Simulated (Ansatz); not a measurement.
**AlF2H4NO: two geometries relaxed**

Aim: relax the geometries before and after the reaction (ligand exchange), and see whether they are two minima and how far apart in energy. Meant to form: Al1–F8, H9–N2; to break: Al1–N2, H9–F8. The start is a guess near the saddle point, from which both ends are pulled out.

All numbers below are computed with Ansatz 0.2.0 (RHF/6-31G*).

## 1. The system as given

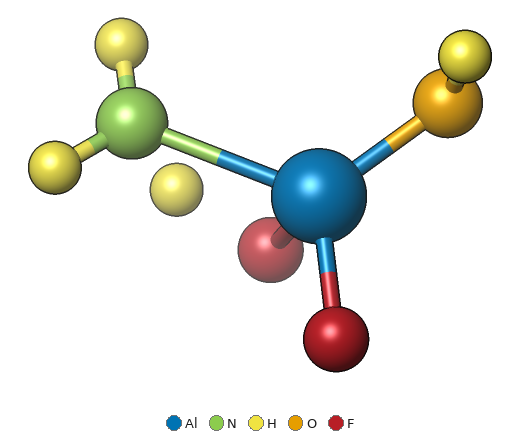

Start, viewed from a chosen angle; aluminium blue, nitrogen green, hydrogen yellow, oxygen amber, fluorine red.

Structure file:

```xyz
9

Al    0.0000    0.0000    0.0000
N     0.0000    0.0000    2.2700
H    -0.8770   -0.2713    2.8000
H     0.8770    0.2713    2.8000
O     1.5415    0.0000   -0.8900
H     1.8414   -0.9519   -1.0449
F    -1.4635    0.0000   -0.8450
F    -0.2489    1.8720    0.6275
H    -0.1681    1.2645    1.7547
```

## 2. A restrained relaxation towards end A

Springs on the bonds that form and break draw the guess towards this end; the thresholds are loose.

File input.yaml:

```yaml
crystal:
  periodic: [false, false, false]
  atoms:
    - { symbol: Al, position_ang: [0.0, 0.0, 0.0] }
    - { symbol: "N", position_ang: [0.0, 0.0, 2.27] }
    - { symbol: H, position_ang: [-0.877, -0.2713, 2.8] }
    - { symbol: H, position_ang: [0.877, 0.2713, 2.8] }
    - { symbol: O, position_ang: [1.5415, 0.0, -0.89] }
    - { symbol: H, position_ang: [1.8414, -0.9519, -1.0449] }
    - { symbol: F, position_ang: [-1.4635, 0.0, -0.845] }
    - { symbol: F, position_ang: [-0.2489, 1.872, 0.6275] }
    - { symbol: H, position_ang: [-0.1681, 1.2645, 1.7547] }
basis:
  gaussian: { orbitals: "6-31G*" }
hamiltonian:
  xc: hf
relax:
  f_tol: 0.15
  max_steps: 25
  restrain:
    - { distance: [0, 7], at: 2.89, k: 30.0 }
    - { distance: [8, 1], at: 2.26, k: 30.0 }
    - { distance: [0, 1], at: 1.92, k: 30.0 }
    - { distance: [8, 7], at: 0.92, k: 30.0 }
```

Launch:

```bash
ansatz run input.yaml --threads 1 --pin off --max-ram 2048MiB --backend cpu --events-out ev --progress --plain --runs-dir out
```

What it wrote (excerpt; [...] marks lines left out):

```text
Warning: RAYON_NUM_THREADS=1 ignored (pool sized by the plan → 1); use --threads N
[...]
Functional definition: HF
[...]
870 factors; integrals over basis functions are off by at most 6.8e-4 eV
[...]
mean field -15579.38787028 eV, -572.5319441445 hartree, gradient 1.2e-5 eV, S^2 0.000000; 0 other end points of the search recorded, 0 dependent functions left out
[...]
reference -15579.38787028 eV, -572.5319441445 hartree; 25, 25 occupied and 62, 62 virtual orbitals, 870 factors
relax step   1: F+E_penalty+E_count = -15579.38787028 eV  Δ(F+E_penalty+E_count) = +0.000e0 eV  max|allowed force component| = 4.149e0 eV/Å  E_restraint = 27.69226934 eV  max|allowed force component, restraints' pulls added| = 2.721e1 eV/Å  Δτ_max = 0.0000 Å  (33 SCF iters, accepted)
[...]
relax step   7: F+E_penalty+E_count = -15580.59714448 eV  Δ(F+E_penalty+E_count) = -9.832e-2 eV  max|allowed force component| = 1.872e0 eV/Å  E_restraint = 0.03973594 eV  max|allowed force component, restraints' pulls added| = 3.851e-1 eV/Å  Δτ_max = 0.2000 Å  (30 SCF iters, accepted)
[...]
relax step   8: F+E_penalty+E_count = -15580.63091743 eV  Δ(F+E_penalty+E_count) = -3.377e-2 eV  max|allowed force component| = 1.854e0 eV/Å  E_restraint = 0.04906184 eV  max|allowed force component, restraints' pulls added| = 3.794e-1 eV/Å  Δτ_max = 0.1257 Å  (31 SCF iters, accepted)
  distance Al 0 - F 7 = 2.8824 Å
  distance H 8 - N 1 = 2.2514 Å
  distance Al 0 - N 1 = 1.8640 Å
  distance H 8 - F 7 = 0.9193 Å
[...]
870 factors; integrals over basis functions are off by at most 7.1e-4 eV
[...]
```

## 3. The log goes on: pulled along the bonds that form and break, towards end A

Output, continued:

```text
mean field -15580.66539959 eV, -572.5788924807 hartree, gradient 1.6e-5 eV, S^2 0.000000; 0 other end points of the search recorded, 0 dependent functions left out
the calculation of the forces begins
reference -15580.66539959 eV, -572.5788924807 hartree; 25, 25 occupied and 62, 62 virtual orbitals, 870 factors
relax step   9: F+E_penalty+E_count = -15580.66539959 eV  Δ(F+E_penalty+E_count) = -3.448e-2 eV  max|allowed force component| = 1.784e0 eV/Å  E_restraint = 0.04804458 eV  max|allowed force component, restraints' pulls added| = 1.957e-1 eV/Å  Δτ_max = 0.1460 Å  (31 SCF iters, accepted)
  distance Al 0 - F 7 = 2.8812 Å
  distance H 8 - N 1 = 2.2524 Å
  distance Al 0 - N 1 = 1.8646 Å
  distance H 8 - F 7 = 0.9194 Å
these checks for a lower state are left out or cut short: starts, cluster_reference, orbital_swaps, neighbouring_geometries, increment
870 factors; integrals over basis functions are off by at most 7.1e-4 eV
mean field -15580.71945765 eV, -572.5808790776 hartree, gradient 2.3e-5 eV, S^2 0.000000; 0 other end points of the search recorded, 0 dependent functions left out
the calculation of the forces begins
reference -15580.71945765 eV, -572.5808790776 hartree; 25, 25 occupied and 62, 62 virtual orbitals, 870 factors
relax step  10: F+E_penalty+E_count = -15580.71945765 eV  Δ(F+E_penalty+E_count) = -5.406e-2 eV  max|allowed force component| = 1.705e0 eV/Å  E_restraint = 0.04437732 eV  max|allowed force component, restraints' pulls added| = 2.127e-1 eV/Å  Δτ_max = 0.2000 Å  (30 SCF iters, accepted)
  distance Al 0 - F 7 = 2.8814 Å
  distance H 8 - N 1 = 2.2522 Å
  distance Al 0 - N 1 = 1.8669 Å
  distance H 8 - F 7 = 0.9226 Å
these checks for a lower state are left out or cut short: starts, cluster_reference, orbital_swaps, neighbouring_geometries, increment
870 factors; integrals over basis functions are off by at most 6.9e-4 eV
mean field -15580.51386086 eV, -572.5733235352 hartree, gradient 2.6e-5 eV, S^2 0.000000; 0 other end points of the search recorded, 0 dependent functions left out
the calculation of the forces begins
reference -15580.51386086 eV, -572.5733235352 hartree; 25, 25 occupied and 62, 62 virtual orbitals, 870 factors
relax step  11: F+E_penalty+E_count = -15580.51386086 eV  Δ(F+E_penalty+E_count) = +2.056e-1 eV  max|allowed force component| = 4.136e0 eV/Å  E_restraint = 0.03781835 eV  max|allowed force component, restraints' pulls added| = 4.136e0 eV/Å  Δτ_max = 0.1959 Å  (32 SCF iters, rejected (line search))
  distance Al 0 - F 7 = 2.8824 Å
  distance H 8 - N 1 = 2.2546 Å
  distance Al 0 - N 1 = 1.8709 Å
  distance H 8 - F 7 = 0.9247 Å
these checks for a lower state are left out or cut short: starts, cluster_reference, orbital_swaps, neighbouring_geometries, increment
870 factors; integrals over basis functions are off by at most 6.9e-4 eV
mean field -15580.73897514 eV, -572.5815963322 hartree, gradient 1.6e-5 eV, S^2 0.000000; 0 other end points of the search recorded, 0 dependent functions left out
the calculation of the forces begins
reference -15580.73897514 eV, -572.5815963322 hartree; 25, 25 occupied and 62, 62 virtual orbitals, 870 factors
relax step  12: F+E_penalty+E_count = -15580.73897514 eV  Δ(F+E_penalty+E_count) = -1.952e-2 eV  max|allowed force component| = 1.646e0 eV/Å  E_restraint = 0.04533126 eV  max|allowed force component, restraints' pulls added| = 1.830e-1 eV/Å  Δτ_max = 0.0979 Å  (31 SCF iters, accepted)
  distance Al 0 - F 7 = 2.8811 Å
  distance H 8 - N 1 = 2.2526 Å
  distance Al 0 - N 1 = 1.8663 Å
  distance H 8 - F 7 = 0.9216 Å
these checks for a lower state are left out or cut short: starts, cluster_reference, orbital_swaps, neighbouring_geometries, increment
870 factors; integrals over basis functions are off by at most 6.8e-4 eV
mean field -15580.75357997 eV, -572.5821330497 hartree, gradient 1.6e-5 eV, S^2 0.000000; 0 other end points of the search recorded, 0 dependent functions left out
the calculation of the forces begins
reference -15580.75357997 eV, -572.5821330497 hartree; 25, 25 occupied and 62, 62 virtual orbitals, 870 factors
relax step  13: F+E_penalty+E_count = -15580.75357997 eV  Δ(F+E_penalty+E_count) = -1.460e-2 eV  max|allowed force component| = 1.651e0 eV/Å  E_restraint = 0.04690806 eV  max|allowed force component, restraints' pulls added| = 1.545e-1 eV/Å  Δτ_max = 0.1000 Å  (31 SCF iters, accepted)
  distance Al 0 - F 7 = 2.8807 Å
  distance H 8 - N 1 = 2.2529 Å
  distance Al 0 - N 1 = 1.8653 Å
  distance H 8 - F 7 = 0.9208 Å
these checks for a lower state are left out or cut short: starts, cluster_reference, orbital_swaps, neighbouring_geometries, increment
870 factors; integrals over basis functions are off by at most 6.7e-4 eV
mean field evaluation 96: about -15580.6263 eV, gradient 4.4e0 eV
mean field -15580.75712248 eV, -572.5822632346 hartree, gradient 1.6e-5 eV, S^2 0.000000; 0 other end points of the search recorded, 0 dependent functions left out
the calculation of the forces begins
reference -15580.75712248 eV, -572.5822632346 hartree; 25, 25 occupied and 62, 62 virtual orbitals, 870 factors
relax step  14: F+E_penalty+E_count = -15580.75712248 eV  Δ(F+E_penalty+E_count) = -3.543e-3 eV  max|allowed force component| = 1.657e0 eV/Å  E_restraint = 0.04643235 eV  max|allowed force component, restraints' pulls added| = 1.332e-2 eV/Å  Δτ_max = 0.0798 Å  (31 SCF iters, accepted)
  distance Al 0 - F 7 = 2.8810 Å
  distance H 8 - N 1 = 2.2528 Å
  distance Al 0 - N 1 = 1.8656 Å
  distance H 8 - F 7 = 0.9209 Å
870 factors; integrals over basis functions are off by at most 6.7e-4 eV
mean field -15580.75712248 eV, -572.5822632346 hartree, gradient 1.6e-5 eV, S^2 0.000000; 1 other end points of the search recorded, 0 dependent functions left out
the calculation of the forces begins
reference -15580.75712248 eV, -572.5822632346 hartree; 25, 25 occupied and 62, 62 virtual orbitals, 870 factors
Total energy: -15580.75712248 eV, -572.5822632346 hartree
Atom 0 at     0.060727    -0.312732     0.253696 Å, force    -0.133361     0.466307     1.657148 eV/Å
Atom 1 at    -0.047794    -0.081130     2.101654 Å, force     0.083173     0.006602    -1.656142 eV/Å
Atom 2 at    -0.874934    -0.356278     2.592022 Å, force     0.001657    -0.001893     0.003970 eV/Å
Atom 3 at     0.756974    -0.268413     2.665698 Å, force    -0.005995    -0.001480    -0.003424 eV/Å
Atom 4 at     1.574566    -0.442914    -0.465470 Å, force     0.000745    -0.001591     0.000584 eV/Å
Atom 5 at     1.750110    -0.459488    -1.392560 Å, force     0.004555     0.006466    -0.005846 eV/Å
Atom 6 at    -1.324503    -0.511161    -0.592911 Å, force     0.006546    -0.001759     0.004871 eV/Å
Atom 7 at    -0.207288     2.513733     0.743118 Å, force     0.031363    -0.252498    -0.072175 eV/Å
Atom 8 at    -0.185458     2.102983     1.567053 Å, force     0.011317    -0.220154     0.071014 eV/Å
Dipole moment:     0.136385    -0.280894     0.324409 e Å
```

It took 34 s on 1 thread of Arm Neoverse V1, shared host; peak memory 0.15 GiB.

Relaxation path:

| step | energy from step 1 (eV) | largest force component (eV/Å) |
| --- | --- | --- |
| 1 | 0.0000 | 4.1485 |
| 2 | 0.3874 | 3.0668 |
| 3 | 0.1801 | 2.6876 |
| 4 | -0.3536 | 2.2800 |
| 5 | -0.9336 | 1.5037 |
| 6 | -1.1110 | 1.2993 |
| 7 | -1.2093 | 1.8716 |
| 8 | -1.2430 | 1.8535 |
| 9 | -1.2775 | 1.7840 |
| 10 | -1.3316 | 1.7046 |
| 11x | -1.1260 | 4.1362 |
| 12 | -1.3511 | 1.6463 |
| 13 | -1.3657 | 1.6515 |
| 14 | -1.3693 | 1.6571 |

Step 1 is the start. 1 step was tried and not accepted (marked x). Energies and forces in the table leave out the springs, which the log lists apart; the run stops on the force with the springs' pull added.

After: Bond lengths: Al1–N2 1.866 Å, N2–H3 1.000 Å, N2–H4 1.000 Å, Al1–O5 1.681 Å, O5–H6 0.944 Å, Al1–F7 1.636 Å, F8–H9 0.921 Å. Angles: Al1–N2–H3 120.0°, Al1–N2–H4 119.2°, H3–N2–H4 109.7°, N2–Al1–O5 119.1°, N2–Al1–F7 118.6°, O5–Al1–F7 122.1°, Al1–O5–H6 126.1°.

Pairs that crossed the distance rule for bonds on the way: came closer F8–H9; moved apart Al1–F8.

## 4. Relaxing end A

It starts where the restrained run ended.

File input.yaml:

```yaml
crystal:
  periodic: [false, false, false]
  atoms:
    - { symbol: Al, position_ang: [0.060727, -0.312732, 0.253696] }
    - { symbol: "N", position_ang: [-0.047794, -0.08113, 2.101654] }
    - { symbol: H, position_ang: [-0.874934, -0.356278, 2.592022] }
    - { symbol: H, position_ang: [0.756974, -0.268413, 2.665698] }
    - { symbol: O, position_ang: [1.574566, -0.442914, -0.46547] }
    - { symbol: H, position_ang: [1.75011, -0.459488, -1.39256] }
    - { symbol: F, position_ang: [-1.324503, -0.511161, -0.592911] }
    - { symbol: F, position_ang: [-0.207288, 2.513733, 0.743118] }
    - { symbol: H, position_ang: [-0.185458, 2.102983, 1.567053] }
basis:
  gaussian: { orbitals: "6-31G*" }
hamiltonian:
  xc: hf
relax:
  f_tol: 0.03
  max_steps: 50
```

Launch:

```bash
ansatz run input.yaml --threads 1 --pin off --max-ram 2048MiB --backend cpu --events-out ev --progress --plain --runs-dir out
```

What it wrote (excerpt; [...] marks lines left out):

```text
Warning: RAYON_NUM_THREADS=1 ignored (pool sized by the plan → 1); use --threads N
[...]
[... 1 set-up line as earlier in the session ...]
[...]
864 factors; integrals over basis functions are off by at most 3.5e-4 eV
[...]
mean field -15580.75710139 eV, -572.5822624598 hartree, gradient 2.1e-5 eV, S^2 0.000000; 0 other end points of the search recorded, 0 dependent functions left out
[...]
reference -15580.75710139 eV, -572.5822624598 hartree; 25, 25 occupied and 62, 62 virtual orbitals, 864 factors
relax step   1: F+E_penalty+E_count = -15580.75710139 eV  Δ(F+E_penalty+E_count) = +0.000e0 eV  max|allowed force component| = 1.657e0 eV/Å  Δτ_max = 0.0000 Å  (31 SCF iters, accepted)
[...]
relax step   4: F+E_penalty+E_count = -15581.18692452 eV  Δ(F+E_penalty+E_count) = -9.897e-2 eV  max|allowed force component| = 5.761e-1 eV/Å  Δτ_max = 0.1957 Å  (31 SCF iters, accepted)
[...]
relax step   7: F+E_penalty+E_count = -15581.21235666 eV  Δ(F+E_penalty+E_count) = -6.433e-3 eV  max|allowed force component| = 2.313e-1 eV/Å  Δτ_max = 0.0462 Å  (32 SCF iters, accepted)
[...]
relax step  10: F+E_penalty+E_count = -15581.67537637 eV  Δ(F+E_penalty+E_count) = -3.773e-1 eV  max|allowed force component| = 2.483e0 eV/Å  Δτ_max = 0.1492 Å  (31 SCF iters, accepted)
[...]
relax step  13: F+E_penalty+E_count = -15583.14694669 eV  Δ(F+E_penalty+E_count) = -2.079e-1 eV  max|allowed force component| = 1.286e0 eV/Å  Δτ_max = 0.1947 Å  (31 SCF iters, accepted)
[...]
relax step  14: F+E_penalty+E_count = -15583.35149161 eV  Δ(F+E_penalty+E_count) = -2.045e-1 eV  max|allowed force component| = 7.248e-1 eV/Å  Δτ_max = 0.2000 Å  (30 SCF iters, accepted)
[...]
relax step  15: F+E_penalty+E_count = -15582.38882132 eV  Δ(F+E_penalty+E_count) = +9.627e-1 eV  max|allowed force component| = 7.382e0 eV/Å  Δτ_max = 0.1992 Å  (30 SCF iters, rejected (line search))
[...]
864 factors; integrals over basis functions are off by at most 4.6e-4 eV
```

## 5. The output, continued: end point A relaxed

The log, continued (excerpt; [...] marks lines left out):

```text
mean field -15583.39445774 eV, -572.6791835177 hartree, gradient 2.6e-5 eV, S^2 0.000000; 0 other end points of the search recorded, 0 dependent functions left out
[...]
reference -15583.39445774 eV, -572.6791835177 hartree; 25, 25 occupied and 62, 62 virtual orbitals, 864 factors
relax step  16: F+E_penalty+E_count = -15583.39445774 eV  Δ(F+E_penalty+E_count) = -4.297e-2 eV  max|allowed force component| = 4.344e-1 eV/Å  Δτ_max = 0.0996 Å  (30 SCF iters, accepted)
[...]
relax step  18: F+E_penalty+E_count = -15583.42512883 eV  Δ(F+E_penalty+E_count) = -7.113e-3 eV  max|allowed force component| = 4.861e-2 eV/Å  Δτ_max = 0.0901 Å  (31 SCF iters, accepted)
[...]
relax step  20: F+E_penalty+E_count = -15583.42148140 eV  Δ(F+E_penalty+E_count) = +5.221e-3 eV  max|allowed force component| = 6.481e-1 eV/Å  Δτ_max = 0.1109 Å  (31 SCF iters, rejected (line search))
[...]
Total energy: -15583.42760075 eV, -572.6804015010 hartree
Atom 0 at    -0.047646     0.436745     0.042931 Å, force    -0.001865    -0.000613    -0.000747 eV/Å
Atom 1 at    -0.054705     0.228076     2.052375 Å, force    -0.002719    -0.002831     0.010370 eV/Å
Atom 2 at    -0.828153    -0.334128     2.364405 Å, force     0.011513     0.008934    -0.004523 eV/Å
Atom 3 at     0.801174    -0.228642     2.320163 Å, force    -0.010019     0.005861    -0.001521 eV/Å
Atom 4 at     1.463045    -0.312182    -0.237354 Å, force     0.001688     0.001212    -0.018959 eV/Å
Atom 5 at     1.858669    -0.428093    -1.085988 Å, force    -0.004190     0.000400     0.018227 eV/Å
Atom 6 at    -1.425346    -0.372784    -0.380807 Å, force     0.003056     0.000750     0.001451 eV/Å
Atom 7 at    -0.162598     2.077580    -0.121950 Å, force     0.000476    -0.001694     0.001193 eV/Å
Atom 8 at    -0.102040     1.118028     2.518524 Å, force     0.002061    -0.012019    -0.005491 eV/Å
Dipole moment:     0.220542    -0.217837     0.980361 e Å
```

It took 56 s on 1 thread of Arm Neoverse V1, shared host; peak memory 0.15 GiB.

The steps of the relaxation:

| step | energy from step 1 (eV) | largest force component (eV/Å) |
| --- | --- | --- |
| 1 | 0.0000 | 1.6571 |
| 2 | -0.1792 | 0.6014 |
| 3 | -0.3309 | 0.7444 |
| 4 | -0.4298 | 0.5761 |
| 5x | -0.3977 | 1.2754 |
| 6 | -0.4488 | 0.2263 |
| 7 | -0.4553 | 0.2313 |
| 8 | -0.4662 | 0.5142 |
| 9 | -0.5410 | 1.5499 |
| 10 | -0.9183 | 2.4829 |
| 11 | -1.5440 | 3.8358 |
| 12 | -2.1820 | 1.4794 |
| 13 | -2.3898 | 1.2859 |
| 14 | -2.5944 | 0.7248 |
| 15x | -1.6317 | 7.3815 |
| 16 | -2.6374 | 0.4344 |
| 17 | -2.6609 | 0.1428 |
| 18 | -2.6680 | 0.0486 |
| 19 | -2.6696 | 0.0170 |
| 20x | -2.6644 | 0.6481 |
| 21 | -2.6701 | 0.0261 |
| 22x | -2.6699 | 0.1424 |
| 23 | -2.6704 | 0.0398 |
| 24 | -2.6705 | 0.0446 |
| 25 | -2.6705 | 0.0190 |

Step 1 is the start. 4 steps were tried and not accepted (marked x).

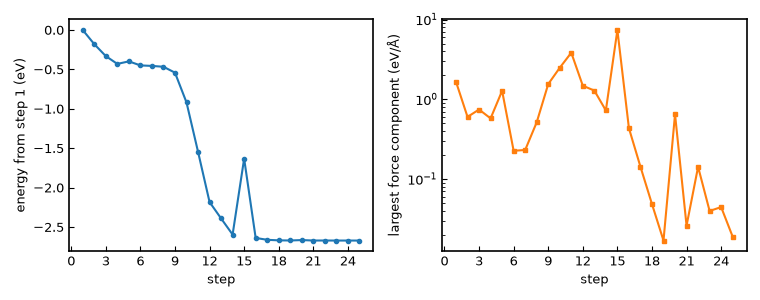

How energy and force went from step to step.

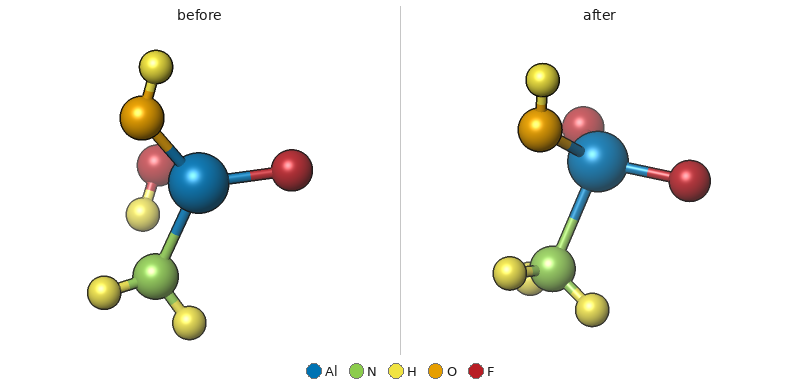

The structure before (left) and after (right), drawn at the same scale.

After: Bond lengths: Al1–N2 2.020 Å, N2–H3 1.006 Å, N2–H4 1.006 Å, Al1–O5 1.709 Å, O5–H6 0.943 Å, Al1–F7 1.653 Å, Al1–F8 1.653 Å, N2–H9 1.006 Å. Angles: Al1–N2–H3 111.7°, Al1–N2–H4 108.0°, Al1–N2–H9 111.7°, H3–N2–H4 108.5°, H3–N2–H9 108.3°, H4–N2–H9 108.6°, N2–Al1–O5 96.9°, N2–Al1–F7 101.6°, N2–Al1–F8 101.6°, O5–Al1–F7 118.7°, O5–Al1–F8 118.7°, F7–Al1–F8 113.7°, Al1–O5–H6 124.9°.

Pairs that crossed the distance rule for bonds on the way: came closer Al1–F8, N2–H9; moved apart F8–H9.

[end of part 1 of 2]
